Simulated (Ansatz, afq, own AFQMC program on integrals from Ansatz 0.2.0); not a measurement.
**B₂SiH (quartet): quantum Monte Carlo beside coupled cluster at distance B2–Si3 = 2.156 Å, cc-pVDZ**

Aim: compute B₂SiH (quartet) with auxiliary-field quantum Monte Carlo on the same integrals as coupled cluster, and set the energies side by side.

Program: Ansatz 0.2.0, Gaussian basis, and an in-house AFQMC program (afq) on its integrals; all values are calculated. Level of theory: cc-pVDZ, frozen cores. These are calculated values, not measurements.

The runs, in order: PBE (unrestricted); r2SCAN (unrestricted); PBE0 (unrestricted); B3LYP (unrestricted); wB97M-V (unrestricted); B2PLYP (unrestricted); CCSD(T) on UHF; CCSDT(Q) on UHF; Phaseless AFQMC, CISD trial on UHF.

## Step 1: The geometry

The geometry derives from a PBE0/def2-TZVP stationary point (not a proven minimum). One bond is set to the value named and the two fragments are kept rigid.

4 atoms, charge 0, spin multiplicity 4.

Atoms are counted from 1 here; the program's logs count them from 0.

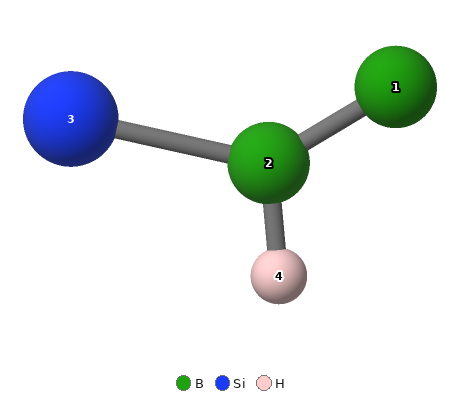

The geometry (boron green, silicon blue, hydrogen pink); atoms are numbered from 1 in the order of the file.

## Step 2: PBE (unrestricted)

in.yaml reads:

```yaml
crystal:
  periodic: [false, false, false]
  atoms:
    - {symbol: B, position_ang: [0.000000, -0.359779, 2.236094]}
    - {symbol: B, position_ang: [0.000000, 0.426571, 0.866291]}
    - {symbol: Si, position_ang: [0.000000, -0.084338, -1.228299]}
    - {symbol: H, position_ang: [0.000000, 1.633611, 0.949948]}
basis:
  gaussian: {orbitals: cc-pVDZ}
magnetization: {spin_polarized: true, initial_magnetization: 3}
hamiltonian: {xc: {name: PBE}}
output: {orbitals: {seedname: orbitals}}
```

The run is started by

```
$ ansatz run in.yaml --threads 1 --pin off --events-out ev --progress --plain --max-ram 1382MiB
```

Output:

```text
Functional definition: PBE
  name "PBE"
  cite "Perdew, Burke & Ernzerhof, Phys. Rev. Lett. 77, 3865 (1996) doi:10.1103/PhysRevLett.77.3865"
  parent pbe
  parameter kappa = 0.804
  parameter beta = 0.06672455060314922
  exchange = pbe_x(kappa = kappa, mu = beta*pi^2/3)
  correlation = pbe_c(beta = beta)
604 factors; their error is unknown
mean field evaluation 1: about -9224.1724 eV, gradient 2.8e1 eV
mean field evaluation 2: about -9132.9629 eV, gradient 8.3e1 eV
mean field evaluation 4: about -9232.7633 eV, gradient 3.6e0 eV
mean field evaluation 8: about -9232.9059 eV, gradient 2.3e-1 eV
mean field evaluation 16: about -9232.8773 eV, gradient 4.8e-4 eV
mean field evaluation 32: about -9224.1724 eV, gradient 2.8e1 eV
mean field evaluation 64: about -9231.3824 eV, gradient 4.2e0 eV
mean field evaluation 96: about -9230.4620 eV, gradient 9.6e0 eV
mean field evaluation 128: about -9231.9201 eV, gradient 9.4e-2 eV
mean field -9232.87733431 eV, -339.3019837668 hartree, gradient 3.6e-6 eV, S^2 3.763272; 13 other end points of the search recorded, 0 dependent functions left out
reference -9232.87736665 eV, -339.3019849554 hartree; 14, 11 occupied and 37, 40 virtual orbitals, 604 factors
Total energy: -9232.87736665 eV, -339.3019849554 hartree
```

It took 4.1 s on 1 thread of Intel Xeon 6975P-C (Granite Rapids), shared host.

From the report: ⟨S²⟩ of the determinant 3.763 (pure quartet: 3.75).

## Step 3: r2SCAN (unrestricted)

in.yaml: that of step 2 with these lines changed.

```diff
@@ -10,3 +10,2 @@
 magnetization: {spin_polarized: true, initial_magnetization: 3}
-hamiltonian: {xc: {name: PBE}}
-output: {orbitals: {seedname: orbitals}}
+hamiltonian: {xc: {name: r2SCAN}}
```

Launched as before.

Output, shortened:

```text
Functional definition: r2SCAN
  name "r2SCAN"
  cite "Furness, Kaplan, Ning, Perdew & Sun, J. Phys. Chem. Lett. 11, 8208 (2020) doi:10.1021/acs.jpclett.0c02405"
  cite "Furness, Kaplan, Ning, Perdew & Sun, J. Phys. Chem. Lett. 11, 9248 (2020) doi:10.1021/acs.jpclett.0c03077"
  parent r2scan
[...]
604 factors; their error is unknown
[...]
mean field -9237.58203250 eV, -339.4748782364 hartree, gradient 2.3e-6 eV, S^2 3.777951; 12 other end points of the search recorded, 0 dependent functions left out
reference -9237.58204334 eV, -339.4748786347 hartree; 14, 11 occupied and 37, 40 virtual orbitals, 604 factors
Total energy: -9237.58204334 eV, -339.4748786347 hartree
```

Wall time 7.5 s (1 thread of Intel Xeon 6975P-C (Granite Rapids), shared host).

From the report: ⟨S²⟩ of the determinant 3.778 (pure quartet: 3.75).

## Step 4: PBE0 (unrestricted)

in.yaml: that of step 3 with these lines changed.

```diff
@@ -10,2 +10,3 @@
 magnetization: {spin_polarized: true, initial_magnetization: 3}
-hamiltonian: {xc: {name: r2SCAN}}
+hamiltonian: {xc: {name: PBE0}}
+output: {orbitals: {seedname: orbitals}}
```

The command is unchanged.

Output, shortened:

```text
Functional definition: PBE0
  name "PBE0"
  cite "Adamo & Barone, J. Chem. Phys. 110, 6158 (1999) doi:10.1063/1.478522"
  cite "Perdew, Burke & Ernzerhof, Phys. Rev. Lett. 77, 3865 (1996) doi:10.1103/PhysRevLett.77.3865"
  parent pbe
[...]
493 factors; integrals over basis functions are off by at most 1.3e-3 eV
[...]
mean field -9233.89316674 eV, -339.3393149200 hartree, gradient 7.8e-6 eV, S^2 3.764400; 5 other end points of the search recorded, 0 dependent functions left out
reference -9233.89319110 eV, -339.3393158155 hartree; 14, 11 occupied and 37, 40 virtual orbitals, 493 factors
Total energy: -9233.89319110 eV, -339.3393158155 hartree
```

It took 2.7 s on 1 thread of Intel Xeon 6975P-C (Granite Rapids), shared host.

From the report: ⟨S²⟩ of the determinant 3.764 (pure quartet: 3.75).

## Step 5: B3LYP (unrestricted)

in.yaml: that of step 4 with these lines changed.

```diff
@@ -10,3 +10,2 @@
 magnetization: {spin_polarized: true, initial_magnetization: 3}
-hamiltonian: {xc: {name: PBE0}}
-output: {orbitals: {seedname: orbitals}}
+hamiltonian: {xc: {name: B3LYP}}
```

Launched as before.

Output, shortened:

```text
Functional definition: B3LYP
  name "B3LYP"
  cite "Stephens, Devlin, Chabalowski & Frisch, J. Phys. Chem. 98, 11623 (1994) doi:10.1021/j100096a001"
  cite "Becke, Phys. Rev. A 38, 3098 (1988) doi:10.1103/PhysRevA.38.3098"
  cite "Lee, Yang & Parr, Phys. Rev. B 37, 785 (1988) doi:10.1103/PhysRevB.37.785"
  cite "Vosko, Wilk & Nusair, Can. J. Phys. 58, 1200 (1980) doi:10.1139/p80-159"
[...]
493 factors; integrals over basis functions are off by at most 1.3e-3 eV
[...]
mean field -9239.82216586 eV, -339.5572016189 hartree, gradient 7.3e-6 eV, S^2 3.759275; 8 other end points of the search recorded, 0 dependent functions left out
reference -9239.82237380 eV, -339.5572092605 hartree; 14, 11 occupied and 37, 40 virtual orbitals, 493 factors
Total energy: -9239.82237380 eV, -339.5572092605 hartree
```

Wall time 3 s (1 thread of Intel Xeon 6975P-C (Granite Rapids), shared host).

From the report: ⟨S²⟩ of the determinant 3.759 (pure quartet: 3.75).

## Step 6: wB97M-V (unrestricted)

in.yaml: that of step 5 with these lines changed.

```diff
@@ -10,2 +10,3 @@
 magnetization: {spin_polarized: true, initial_magnetization: 3}
-hamiltonian: {xc: {name: B3LYP}}
+hamiltonian: {xc: {name: wB97M-V}}
+output: {orbitals: {seedname: orbitals}}
```

The command is unchanged.

Output, shortened:

```text
Functional definition: wB97M-V
  name "wB97M-V"
  cite "Mardirossian & Head-Gordon, J. Chem. Phys. 144, 214110 (2016) doi:10.1063/1.4952647"
  cite "Becke, J. Chem. Phys. 107, 8554 (1997) doi:10.1063/1.475007"
  cite "Vydrov & Van Voorhis, J. Chem. Phys. 133, 244103 (2010) doi:10.1063/1.3521275"
  # Of w^i u^j: cxij and so on, Table III.
[...]
  gx(w, u) = 1 - cx + cx01*u + cx10*w
  gss(w, u) = css00 + css04*u^4 + css10*w + css20*w^2 + css43*w^4*u^3
  gos(w, u) = cos00 + cos10*w + (cos20 + cos21*u)*w^2 + (cos60 + cos61*u)*w^6
[...]
      + integral(e_c_pw_mod_opposite_spin*gos(b97_w_opposite, b97_u_opposite)) + vv10(b, c)
493 factors; integrals over basis functions are off by at most 1.3e-3 eV
175 factors; integrals over basis functions are off by at most 7.0e-6 eV
[...]
mean field -9237.71031458 eV, -339.4795925158 hartree, gradient 6.1e-6 eV, S^2 3.756721; 3 other end points of the search recorded, 0 dependent functions left out
reference -9237.71034826 eV, -339.4795937535 hartree; 14, 11 occupied and 37, 40 virtual orbitals, 493 factors
Total energy: -9237.71034826 eV, -339.4795937535 hartree
```

It took 8.5 s on 1 thread of Intel Xeon 6975P-C (Granite Rapids), shared host.

From the report: ⟨S²⟩ of the determinant 3.757 (pure quartet: 3.75).

## Step 7: B2PLYP (unrestricted)

in.yaml: that of step 6 with these lines changed.

```diff
@@ -10,3 +10,3 @@
 magnetization: {spin_polarized: true, initial_magnetization: 3}
-hamiltonian: {xc: {name: wB97M-V}}
-output: {orbitals: {seedname: orbitals}}
+hamiltonian: {xc: {name: B2PLYP}}
+correlation: {electrons: outside_noble_gas}
```

Same command.

Output, shortened:

```text
Functional definition: B2PLYP
  name "B2PLYP"
  cite "Grimme, J. Chem. Phys. 124, 034108 (2006) doi:10.1063/1.2148954"
  cite "Becke, Phys. Rev. A 38, 3098 (1988) doi:10.1103/PhysRevA.38.3098"
  cite "Lee, Yang & Parr, Phys. Rev. B 37, 785 (1988) doi:10.1103/PhysRevB.37.785"
[...]
493 factors; integrals over basis functions are off by at most 1.3e-3 eV
[...]
mean field -9232.30383137 eV, -339.2809079227 hartree, gradient 4.9e-6 eV, S^2 3.763503; 7 other end points of the search recorded, 0 dependent functions left out
7 core orbitals not correlated: weight in the atoms' cores, before any rotation towards them, 1.000 or more for the frozen orbitals, at most 0.000 for the correlated occupied ones
reference -9232.30396351 eV, -339.2809127785 hartree; 7, 4 occupied and 37, 40 virtual orbitals, 493 factors
second order -6.20287221 eV of doubles, -0.00000000 eV of singles
Total energy: -9233.97873900 eV, -339.3424596428 hartree
```

It took 2.6 s on 1 thread of Intel Xeon 6975P-C (Granite Rapids), shared host.

From the report: ⟨S²⟩ of the determinant 3.764 (pure quartet: 3.75).

## Step 8: CCSD(T) on UHF

in.yaml: that of step 7 with these lines changed.

```diff
@@ -10,3 +10,2 @@
 magnetization: {spin_polarized: true, initial_magnetization: 3}
-hamiltonian: {xc: {name: B2PLYP}}
-correlation: {electrons: outside_noble_gas}
+correlation: {method: ccsd_t, electrons: outside_noble_gas, hamiltonian_folder: ham}
```

The command is unchanged.

Output, shortened:

```text
Functional definition: HF
  name "HF"
  cite "Fock, Z. Phys. 61, 126 (1930) doi:10.1007/BF01340294"
  parent pbe
[...]
493 factors; integrals over basis functions are off by at most 1.3e-3 eV
[...]
mean field -9215.84048774 eV, -338.6758912033 hartree, gradient 1.5e-6 eV, S^2 3.826480; 29 other end points of the search recorded, 0 dependent functions left out
determinant -9215.84048774 eV, -338.6758912033 hartree, with singles and doubles -9221.72051834 eV, -338.8919783422 hartree
determinant -9215.55594877 eV, -338.6654345892 hartree, with singles and doubles -9221.55949569 eV, -338.8860608691 hartree
determinant -9214.62705902 eV, -338.6312985206 hartree, with singles and doubles -9220.47414348 eV, -338.8461749109 hartree
determinant -9214.62314493 eV, -338.6311546801 hartree, with singles and doubles -9220.47777833 eV, -338.8463084894 hartree
[...]
determinant -9212.70211299 eV, -338.5605580586 hartree, with singles and doubles -9218.68804880 eV, -338.7805371421 hartree
determinant -9212.65570427 eV, -338.5588525697 hartree, with singles and doubles -9218.54888404 eV, -338.7754229315 hartree
determinant -9215.84048774 eV, -338.6758912033 hartree, with singles and doubles -9221.72836395 eV, -338.8922666633 hartree
determinant -9215.55594877 eV, -338.6654345892 hartree, with singles and doubles -9221.56629837 eV, -338.8863108631 hartree
7 core orbitals not correlated: weight in the atoms' cores, before any rotation towards them, 1.000 or more for the frozen orbitals, at most 0.000 for the correlated occupied ones
reference -9215.84048774 eV, -338.6758912033 hartree; 7, 4 occupied and 37, 40 virtual orbitals, 493 factors
second order -4.61090759 eV of doubles, -0.00000000 eV of singles
cycle   1  -5.88787559 eV  change    6.3e-7 eV  update   5.7e-6
perturbative correction -0.23978176 eV, -0.0088118171 hartree
Total energy: -9221.96814509 eV, -338.9010784574 hartree
```

Run time: 8.5 s. Hardware: 1 thread of Intel Xeon 6975P-C (Granite Rapids), shared host.

From the report: ⟨S²⟩ of the determinant 3.826 (pure quartet: 3.75); correlation -6.1277 eV; T1 0.043; largest double amplitude 0.06.

This run also writes the integrals to the folder ham.

## Step 9: CCSDT(Q) on UHF

in.yaml: that of step 8 with these lines changed.

```diff
@@ -10,2 +10,2 @@
 magnetization: {spin_polarized: true, initial_magnetization: 3}
-correlation: {method: ccsd_t, electrons: outside_noble_gas, hamiltonian_folder: ham}
+correlation: {method: ccsdt_q, electrons: outside_noble_gas}
```

The command is unchanged.

Output, shortened:

```text
Functional definition: HF
  name "HF"
  cite "Fock, Z. Phys. 61, 126 (1930) doi:10.1007/BF01340294"
  parent pbe
[...]
954 factors; integrals over basis functions are off by at most 1.6e-7 eV
[...]
mean field -9215.84050574 eV, -338.6758918649 hartree, gradient 1.5e-6 eV, S^2 3.826486; 30 other end points of the search recorded, 0 dependent functions left out
determinant -9215.84050574 eV, -338.6758918649 hartree, with singles and doubles -9221.72053725 eV, -338.8919790371 hartree
determinant -9215.55596441 eV, -338.6654351639 hartree, with singles and doubles -9221.55951415 eV, -338.8860615474 hartree
determinant -9214.62707720 eV, -338.6312991885 hartree, with singles and doubles -9220.47416245 eV, -338.8461756083 hartree
determinant -9214.62316368 eV, -338.6311553692 hartree, with singles and doubles -9220.47778722 eV, -338.8463088162 hartree
[...]
determinant -9212.45202321 eV, -338.5513674287 hartree, with singles and doubles -9218.88673179 eV, -338.7878386074 hartree
determinant -9215.84050574 eV, -338.6758918649 hartree, with singles and doubles -9221.72838355 eV, -338.8922673835 hartree
determinant -9215.55596441 eV, -338.6654351639 hartree, with singles and doubles -9221.56631677 eV, -338.8863115390 hartree
7 core orbitals not correlated: weight in the atoms' cores, before any rotation towards them, 1.000 or more for the frozen orbitals, at most 0.000 for the correlated occupied ones
reference -9215.84050574 eV, -338.6758918649 hartree; 7, 4 occupied and 37, 40 virtual orbitals, 954 factors
second order -4.61092451 eV of doubles, -0.00000000 eV of singles
cycle   1  -5.40256630 eV  change   -7.9e-1 eV  update   1.0e-1
[...]
cycle  36  -6.19226831 eV  change   -5.7e-8 eV  update   1.3e-6
perturbative correction -0.01954667 eV, -0.0007183268 hartree
Total energy: -9222.05232072 eV, -338.9041718549 hartree
```

It took 38 s on 1 thread of Intel Xeon 6975P-C (Granite Rapids), shared host; peak memory 0.47 GiB.

From the report: ⟨S²⟩ of the determinant 3.826 (pure quartet: 3.75); correlation -6.2118 eV; T1 0.048; largest double amplitude 0.07.

## Step 10: Phaseless AFQMC, CISD trial on UHF

It reads the integrals that the CCSD(T) run on this determinant wrote.

The run is started by

```
$ afq ham --method phaseless --trial cisd --walkers 60 --populations 1 --least-time 40 --time-step 0.005 --steps-per-block 50 --equilibration-blocks 28 --max-blocks 300 --target-error 0.0004 --factor-cut 1e-05 --start spin_pure --seed 3170 --release-times 0.24,0.51,0.99,1.62,2.4 --release-step 0.03 --release-every 4 --taylor-order 6
```

Output:

```text
orbitals 44  electrons 7 4  factors 346 of 493
reference energy -338.67589120 Eh
CCSD correlation -0.21637554 Eh in 18 cycles, weight of the determinant in the CISD state 0.8197
energy of the start -338.888194 Eh
 block  time / (1/Eh)  mean weight  energy / Eh
     1     0.250  0.9992  -338.886272
     2     0.500  1.0007  -338.887849
     3     0.750  1.0002  -338.889689
     4     1.000  1.0003  -338.892362
     5     1.250  0.9992  -338.893430
     6     1.500  0.9997  -338.892592
     7     1.750  0.9990  -338.893753
     8     2.000  1.0008  -338.897590
     9     2.250  0.9991  -338.898414
    10     2.500  0.9997  -338.896327
    17     4.250  1.0006  -338.898957
    25     6.250  0.9999  -338.908252
    33     8.250  0.9996  -338.900485
    41    10.250  0.9994  -338.896831
    49    12.250  1.0013  -338.903864
    57    14.250  1.0014  -338.901541
    65    16.250  0.9976  -338.901576
    73    18.250  1.0009  -338.901052
    81    20.250  0.9982  -338.900413
    89    22.250  1.0008  -338.900898
    97    24.250  0.9991  -338.898887
   105    26.250  1.0000  -338.900479
   113    28.250  0.9990  -338.892982
   121    30.250  1.0002  -338.898183
   129    32.250  0.9997  -338.903783
   137    34.250  1.0026  -338.897325
   145    36.250  0.9995  -338.910191
   153    38.250  1.0009  -338.907469
   161    40.250  0.9995  -338.900380
   169    42.250  1.0017  -338.904534
   177    44.250  1.0004  -338.893854
   185    46.250  1.0016  -338.896100
   193    48.250  0.9963  -338.912698
   201    50.250  0.9988  -338.903451
   209    52.250  1.0000  -338.907127
   217    54.250  1.0001  -338.901701
   225    56.250  0.9983  -338.903993
   233    58.250  0.9977  -338.908173
   241    60.250  0.9992  -338.899546
   249    62.250  0.9964  -338.910263
   257    64.250  0.9987  -338.907059
   265    66.250  0.9972  -338.908312
   273    68.250  0.9994  -338.904196
   281    70.250  0.9997  -338.905453
   289    72.250  0.9997  -338.898305
   297    74.250  1.0000  -338.900582
   305    76.250  1.0019  -338.894045
   313    78.250  1.0011  -338.901492
   321    80.250  1.0000  -338.901099
blocks merged  error / Eh  count
     1  0.000277  300
     2  0.000356  150
     4  0.000450  75
     8  0.000518  37
    16  0.000609  18
    32  0.000531  9
released: time / (1/Eh)  energy / Eh  error  mean overlap
  0.24  -338.903389  0.000873  1.0153
  0.51  -338.903399  0.000782  1.0166
  0.99  -338.904346  0.000638  1.0262
  1.62  -338.904758  0.000698  1.0277
  2.40  -338.905126  0.000809  1.0330
energy -338.902957 +/- 0.000609 Eh
```

Run time: 7.4 min. Hardware: 1 thread of Intel Xeon 6975P-C (Granite Rapids), shared host.

Energy -9222.0193 ± 0.0166 eV. Caveats: constraint bias not in the error; error above the target.

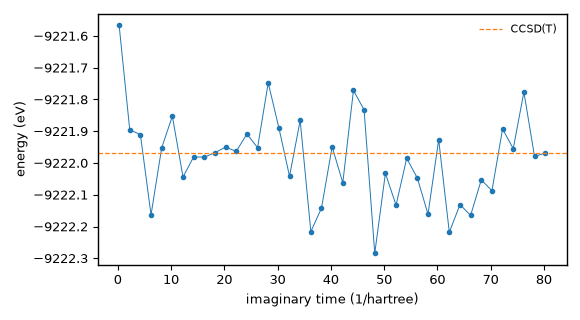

Block energies along the walk.

## Step 11: All levels side by side

On the UHF determinant, counted from CCSDT(Q) (a yardstick, not exact):

```tsv
level	energy (eV)	from CCSDT(Q) (kcal/mol)	statistical error (kcal/mol)	time
HF	-9215.8405	+143.25		
MP2	-9220.4514	+36.92		
CCSD	-9221.7284	+7.47		
CCSD(T)	-9221.9681	+1.94		
CCSDT(Q)	-9222.0523	0.00		
Phaseless AFQMC, CISD trial, step 0.005, 60 walkers	-9222.0193	+0.76	0.38	7.4 min
```

The functionals' totals stand on their own zeros and serve differences with other points: PBE -9232.877 eV; r2SCAN -9237.582 eV; PBE0 -9233.893 eV; B3LYP -9239.822 eV; wB97M-V -9237.710 eV; B2PLYP -9233.979 eV.

## Step 12: What came out

```
                                        quantity                  value
                    CCSD(T) on UHF from CCSDT(Q)         +1.94 kcal/mol
Phaseless AFQMC, CISD trial on UHF from CCSDT(Q)  +0.76 ± 0.38 kcal/mol
```

On UHF the phaseless walk with the CISD trial lies +0.76 kcal/mol from CCSDT(Q), within three error bars. Error bars are statistical and leave out the constraint, the time step and what remains of the start.
